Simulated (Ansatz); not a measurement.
# Run report: CH$_{5}$AlBF, molecular dynamics (part 1 of 2)

CH$_{5}$AlBF, computed with RKS BLYP/6-31G* (Ansatz 0.2.0).

The geometry comes from this level: PBE0-D4/def2-TZVP. Figures and captions count atoms from 1; the log counts them from 0 in places.

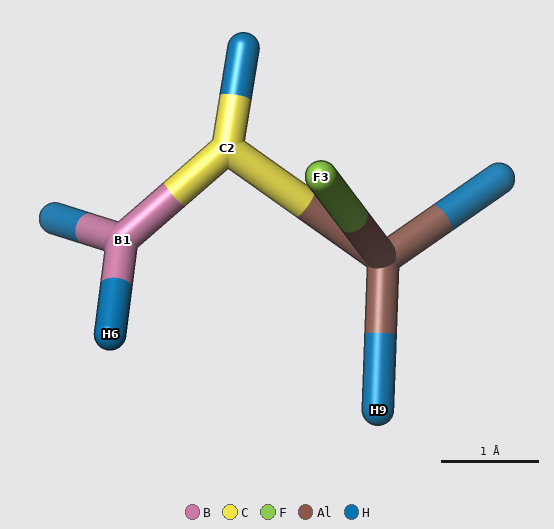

**Figure 1.** The input geometry (stick view, seen at a tilt; atoms are numbered from 1 in the order of the input). Sticks mark near contacts. Bond lengths as drawn: Al–C 2.03 Å, Al–F 1.90 Å, Al–H 1.57 to 1.58 Å, B–C 1.46 Å, B–H 1.19 to 1.20 Å and C–H 1.08 Å.

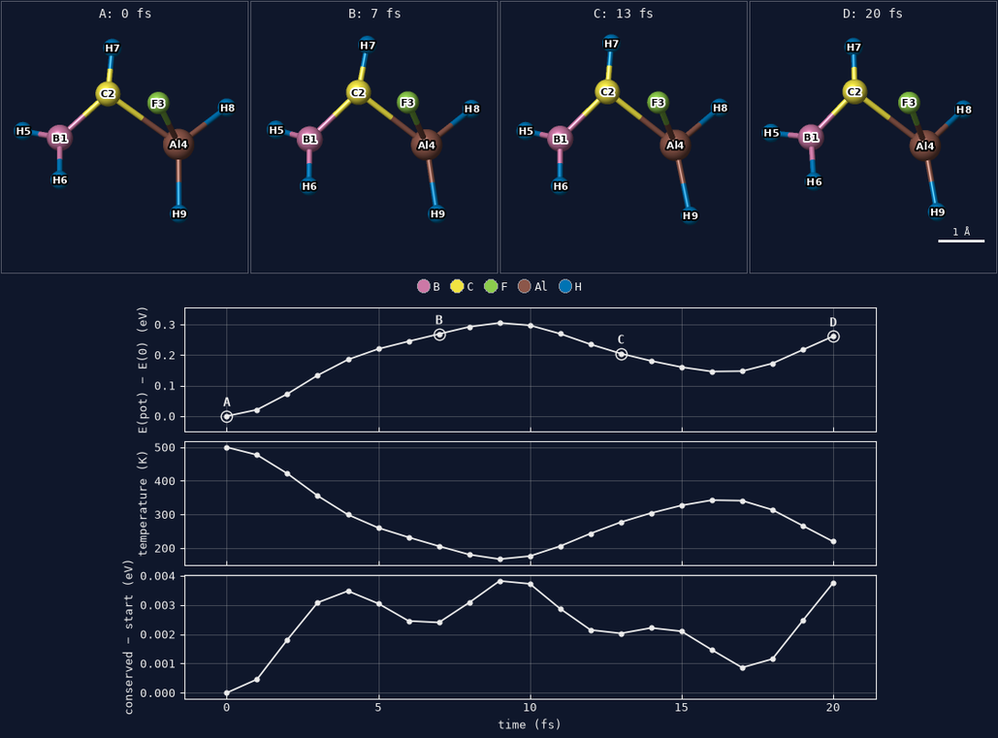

**Figure 2.** Frames of the molecular dynamics (ball-and-stick, seen at a tilt) above the curves, on which the letters mark them. The trajectory kept here has 21 frames over 20 fs. The temperature starts at 500 K, ranges from 167 to 500 K and averages 274 K over the second half. The potential energy ends 0.261 eV above its first value. The conserved quantity stays within 0.0038 eV. After an unweighted best fit of the last frame on the first, the root-mean-square displacement is 0.14 Å, and H8 has moved furthest (0.25 Å).

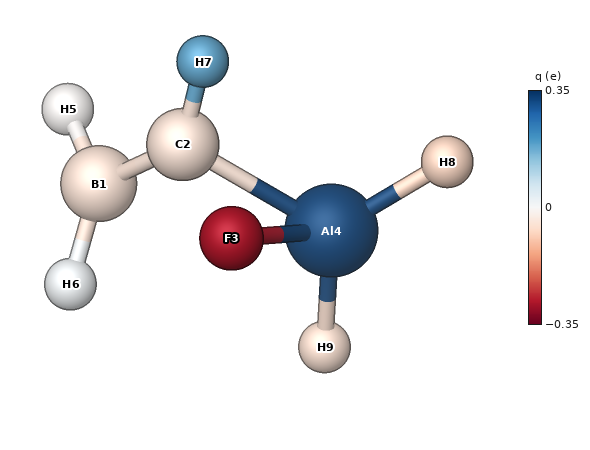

**Figure 3.** Mulliken charges, as the colour of each atom (ball-and-stick view, seen at a tilt; atoms are numbered from 1 in the order of the input). By element: B −0.05, C −0.05, F −0.28, Al +0.33 and H −0.08 to +0.18 e.

These pictures come from the run below.

### Input file
```yaml
crystal:
  periodic: [false, false, false]
  atoms:
    - {symbol: B, position_ang: [0.041026, 1.309872, -0.591371]}
    - {symbol: C, position_ang: [0.599694, -0.038180, -0.646504]}
    - {symbol: F, position_ang: [1.345954, -0.530791, 0.595267]}
    - {symbol: Al, position_ang: [-0.487501, -0.989921, 0.784356]}
    - {symbol: H, position_ang: [-0.600652, 1.631326, -1.549263]}
    - {symbol: H, position_ang: [0.120216, 1.999793, 0.378549]}
    - {symbol: H, position_ang: [0.901200, -0.712359, -1.436268]}
    - {symbol: H, position_ang: [-0.671399, -2.527592, 0.489117]}
    - {symbol: H, position_ang: [-1.160037, -0.188349, 1.959016]}
basis:
  gaussian: {orbitals: "6-31G*"}
hamiltonian: {xc: {name: BLYP}}
md: {timestep: 1 fs, n_steps: 20, ensemble: nvt_nose_hoover, temperature: 500, initial_velocities: maxwell_boltzmann, seed: 996}
```

Launched with:
```bash
ansatz run in.yaml --threads 2 --pin off --events-out ev --progress --plain --max-ram 4352MiB
```

### The program's output
```
Functional definition: BLYP
  name "BLYP"
  cite "Becke, Phys. Rev. A 38, 3098 (1988) doi:10.1103/PhysRevA.38.3098"
  cite "Lee, Yang & Parr, Phys. Rev. B 37, 785 (1988) doi:10.1103/PhysRevB.37.785"
  parameter beta = 0.0042
  parameter a = 0.04918
  parameter b = 0.132
  parameter c = 0.2533
  parameter d = 0.349
  exchange = b88_x(beta = beta)
  correlation = lyp_c(a = a, b = b, c = c, d = d)
864 factors; their error is unknown
mean field evaluation 1: about -11101.2295 eV, gradient 4.0e1 eV
mean field evaluation 2: about -11095.8201 eV, gradient 5.7e1 eV
mean field evaluation 4: about -11105.6577 eV, gradient 4.1e0 eV
mean field evaluation 8: about -11105.7018 eV, gradient 1.3e-1 eV
mean field evaluation 16: about -11105.6535 eV, gradient 7.7e-5 eV
mean field -11105.65351130 eV, -408.1252388581 hartree, gradient 1.0e-5 eV, S^2 0.000000; 0 other end points of the search recorded, 0 dependent functions left out
the calculation of the forces begins
reference -11105.65386589 eV, -408.1252518888 hartree; 19, 19 occupied and 55, 55 virtual orbitals, 864 factors
md step     0: t =     0.00 fs  T =   500.0 K  F+E_penalty+E_count = -11105.65351130 eV  E_kin = 0.452410 eV  conserved = -11105.20110131 eV  (27 SCF iters)
these checks for a lower state are left out or cut short: starts, cluster_reference, orbital_swaps, neighbouring_geometries, increment
864 factors; their error is unknown
mean field -11105.63244287 eV, -408.1244646075 hartree, gradient 8.1e-6 eV, S^2 0.000000; 0 other end points of the search recorded, 0 dependent functions left out
[... from here on the field's lines of each further geometry are left out, up to the last ...]
md step     1: t =     1.00 fs  T =   477.2 K  F+E_penalty+E_count = -11105.63244287 eV  E_kin = 0.431803 eV  conserved = -11105.20064003 eV  (30 SCF iters)
md step     2: t =     2.00 fs  T =   421.8 K  F+E_penalty+E_count = -11105.58094202 eV  E_kin = 0.381659 eV  conserved = -11105.19928830 eV  (29 SCF iters)
md step     3: t =     3.00 fs  T =   355.6 K  F+E_penalty+E_count = -11105.51974686 eV  E_kin = 0.321749 eV  conserved = -11105.19801784 eV  (30 SCF iters)
md step     4: t =     4.00 fs  T =   299.3 K  F+E_penalty+E_count = -11105.46843011 eV  E_kin = 0.270857 eV  conserved = -11105.19762252 eV  (30 SCF iters)
md step     5: t =     5.00 fs  T =   260.2 K  F+E_penalty+E_count = -11105.43342367 eV  E_kin = 0.235467 eV  conserved = -11105.19805131 eV  (30 SCF iters)
md step     6: t =     6.00 fs  T =   232.1 K  F+E_penalty+E_count = -11105.40846039 eV  E_kin = 0.209971 eV  conserved = -11105.19864582 eV  (30 SCF iters)
md step     7: t =     7.00 fs  T =   205.7 K  F+E_penalty+E_count = -11105.38460053 eV  E_kin = 0.186134 eV  conserved = -11105.19869861 eV  (30 SCF iters)
md step     8: t =     8.00 fs  T =   180.6 K  F+E_penalty+E_count = -11105.36111968 eV  E_kin = 0.163421 eV  conserved = -11105.19801751 eV  (31 SCF iters)
md step     9: t =     9.00 fs  T =   167.1 K  F+E_penalty+E_count = -11105.34809446 eV  E_kin = 0.151233 eV  conserved = -11105.19727864 eV  (30 SCF iters)
md step    10: t =    10.00 fs  T =   176.1 K  F+E_penalty+E_count = -11105.35617145 eV  E_kin = 0.159330 eV  conserved = -11105.19737785 eV  (30 SCF iters)
md step    11: t =    11.00 fs  T =   205.8 K  F+E_penalty+E_count = -11105.38375808 eV  E_kin = 0.186220 eV  conserved = -11105.19822831 eV  (30 SCF iters)
md step    12: t =    12.00 fs  T =   243.4 K  F+E_penalty+E_count = -11105.41824614 eV  E_kin = 0.220190 eV  conserved = -11105.19895195 eV  (30 SCF iters)
md step    13: t =    13.00 fs  T =   277.1 K  F+E_penalty+E_count = -11105.44862827 eV  E_kin = 0.250717 eV  conserved = -11105.19906986 eV  (30 SCF iters)
md step    14: t =    14.00 fs  T =   304.3 K  F+E_penalty+E_count = -11105.47276153 eV  E_kin = 0.275353 eV  conserved = -11105.19888342 eV  (31 SCF iters)
md step    15: t =    15.00 fs  T =   327.0 K  F+E_penalty+E_count = -11105.49302941 eV  E_kin = 0.295874 eV  conserved = -11105.19899793 eV  (30 SCF iters)
md step    16: t =    16.00 fs  T =   342.6 K  F+E_penalty+E_count = -11105.50735740 eV  E_kin = 0.309979 eV  conserved = -11105.19963181 eV  (29 SCF iters)
md step    17: t =    17.00 fs  T =   341.1 K  F+E_penalty+E_count = -11105.50620299 eV  E_kin = 0.308658 eV  conserved = -11105.20023810 eV  (30 SCF iters)
md step    18: t =    18.00 fs  T =   314.0 K  F+E_penalty+E_count = -11105.48090629 eV  E_kin = 0.284095 eV  conserved = -11105.19994519 eV  (25 SCF iters)
md step    19: t =    19.00 fs  T =   266.6 K  F+E_penalty+E_count = -11105.43634656 eV  E_kin = 0.241256 eV  conserved = -11105.19863604 eV  (30 SCF iters)
the calculation of the forces begins
reference -11105.39256206 eV, -408.1156491502 hartree; 19, 19 occupied and 55, 55 virtual orbitals, 864 factors
864 factors; their error is unknown
mean field evaluation 192: about -11105.3922 eV, gradient 9.9e-6 eV
mean field -11105.39220818 eV, -408.1156361452 hartree, gradient 1.0e-5 eV, S^2 0.000000; 1 other end points of the search recorded, 0 dependent functions left out
the calculation of the forces begins
reference -11105.39256206 eV, -408.1156491502 hartree; 19, 19 occupied and 55, 55 virtual orbitals, 864 factors
md step    20: t =    20.00 fs  T =   219.7 K  F+E_penalty+E_count = -11105.39220818 eV  E_kin = 0.198769 eV  conserved = -11105.19734985 eV  (26 SCF iters)
Total energy: -11105.39256206 eV, -408.1156491502 hartree
Atom 0 at    -0.006221     1.235856    -0.582925 Å, force    -0.813457     1.950970     0.128059 eV/Å
Atom 1 at     0.601188    -0.038105    -0.712105 Å, force     0.361621    -0.242148     0.557292 eV/Å
Atom 2 at     1.415414    -0.546083     0.650730 Å, force    -0.928055    -0.202942    -1.040411 eV/Å
Atom 3 at    -0.505126    -0.948492     0.777287 Å, force     0.766022    -0.005419    -0.163715 eV/Å
Atom 4 at    -0.664454     1.645877    -1.533908 Å, force     0.184615    -0.354664     0.309917 eV/Å
Atom 5 at    -0.002893     1.871113     0.429671 Å, force     0.059017     0.161465     0.066149 eV/Å
Atom 6 at     0.842616    -0.609437    -1.580705 Å, force     0.736524    -1.027560    -0.172126 eV/Å
Atom 7 at    -0.861623    -2.362920     0.276254 Å, force    -0.107487    -0.714969    -0.182451 eV/Å
Atom 8 at    -1.072812    -0.369665     2.084830 Å, force    -0.258799     0.435267     0.497286 eV/Å
Dipole moment:     0.012713    -0.099293    -0.195358 e Å
```

### Trajectory as extended XYZ (Å, eV, eV/Å), 21 frames, from step=0 to step=20
```
9
Properties=species:S:1:pos:R:3:forces:R:3 step=0 time_fs=0.0 energy=-11105.65351 temperature=500.0
B     0.0410    1.3099   -0.5914   -0.0633   0.3056  -0.0383
C     0.5997   -0.0382   -0.6465   -0.1817   0.1918  -0.6261
F     1.3460   -0.5308    0.5953    0.6240  -0.2409   0.6640
Al   -0.4875   -0.9899    0.7844   -0.2856  -0.1520   0.1946
H    -0.6007    1.6313   -1.5493   -0.0933   0.0791  -0.1119
H     0.1202    1.9998    0.3785   -0.0045   0.1253   0.0885
H     0.9012   -0.7124   -1.4363    0.1074  -0.1938  -0.2693
H    -0.6714   -2.5276    0.4891   -0.0259  -0.1763  -0.0313
H    -1.1600   -0.1883    1.9590   -0.0771   0.0612   0.1298
9
Properties=species:S:1:pos:R:3:forces:R:3 step=1 time_fs=1.0 energy=-11105.63244 temperature=477.2
B     0.0406    1.3127   -0.5863    0.0849  -0.0042   0.2005
C     0.5964   -0.0474   -0.6489    0.0400   0.3128  -0.7095
F     1.3484   -0.5298    0.5943    0.6068  -0.2611   0.8203
Al   -0.4874   -0.9858    0.7827   -0.1938  -0.1126   0.1295
H    -0.5991    1.6055   -1.5403   -0.2445   0.2289  -0.3388
H     0.0893    2.0115    0.3937    0.0457  -0.0764  -0.1358
H     0.9367   -0.7400   -1.4204   -0.1393   0.1368  -0.1630
H    -0.6857   -2.5018    0.4803   -0.0433  -0.4419  -0.0877
H    -1.1562   -0.2213    1.9637   -0.1566   0.2177   0.2845
9
Properties=species:S:1:pos:R:3:forces:R:3 step=2 time_fs=2.0 energy=-11105.58094 temperature=421.8
B     0.0402    1.3156   -0.5810    0.1600  -0.2700   0.3313
C     0.5932   -0.0563   -0.6518    0.2829   0.3991  -0.7856
F     1.3512   -0.5290    0.5937    0.5787  -0.2805   0.9604
Al   -0.4874   -0.9818    0.7811   -0.1192  -0.0878   0.0902
H    -0.5998    1.5819   -1.5345   -0.3370   0.3397  -0.4757
H     0.0588    2.0225    0.4076    0.1053  -0.2535  -0.3314
H     0.9708   -0.7663   -1.4061   -0.3977   0.4681  -0.0554
H    -0.7003   -2.4803    0.4707   -0.0596  -0.6550  -0.1369
H    -1.1539   -0.2522    1.9712   -0.2134   0.3400   0.4032
9
Properties=species:S:1:pos:R:3:forces:R:3 step=3 time_fs=3.0 energy=-11105.51975 temperature=355.6
B     0.0400    1.3182   -0.5754    0.1324  -0.5041   0.2732
C     0.5902   -0.0649   -0.6554    0.4908   0.5313  -0.7807
F     1.3542   -0.5283    0.5936    0.5404  -0.3012   1.0757
Al   -0.4875   -0.9778    0.7796   -0.0832  -0.1034   0.0935
H    -0.6038    1.5615   -1.5333   -0.3357   0.3992  -0.4729
H     0.0293    2.0311    0.4182    0.1703  -0.3778  -0.4592
H     1.0011   -0.7881   -1.3923   -0.6153   0.7152  -0.0182
H    -0.7156   -2.4650    0.4598   -0.0672  -0.7719  -0.1678
H    -1.1537   -0.2798    1.9825   -0.2326   0.4128   0.4565
9
Properties=species:S:1:pos:R:3:forces:R:3 step=4 time_fs=4.0 energy=-11105.46843 temperature=299.3
B     0.0398    1.3204   -0.5695    0.0101  -0.7241   0.0128
C     0.5876   -0.0731   -0.6596    0.6193   0.7579  -0.6615
F     1.3575   -0.5278    0.5940    0.4926  -0.3243   1.1598
Al   -0.4875   -0.9738    0.7781   -0.0991  -0.1784   0.1464
H    -0.6110    1.5449   -1.5367   -0.2400   0.4121  -0.3317
H     0.0015    2.0361    0.4245    0.2340  -0.4350  -0.4990
H     1.0255   -0.8030   -1.3787   -0.7506   0.8276  -0.0824
H    -0.7315   -2.4571    0.4473   -0.0595  -0.7672  -0.1721
H    -1.1556   -0.3035    1.9982   -0.2070   0.4314   0.4277
9
Properties=species:S:1:pos:R:3:forces:R:3 step=5 time_fs=5.0 energy=-11105.43342 temperature=260.2
B     0.0397    1.3219   -0.5637   -0.1657  -0.9468  -0.3996
C     0.5855   -0.0806   -0.6643    0.6441   1.0930  -0.4249
F     1.3611   -0.5275    0.5951    0.4353  -0.3497   1.2064
Al   -0.4876   -0.9699    0.7766   -0.1659  -0.3153   0.2430
H    -0.6206    1.5323   -1.5432   -0.0831   0.3939  -0.1037
H    -0.0241    2.0369    0.4260    0.2892  -0.4220  -0.4461
H     1.0428   -0.8101   -1.3658   -0.7803   0.7879  -0.2475
H    -0.7479   -2.4566    0.4331   -0.0335  -0.6443  -0.1473
H    -1.1596   -0.3231    2.0179   -0.1402   0.4033   0.3196
```
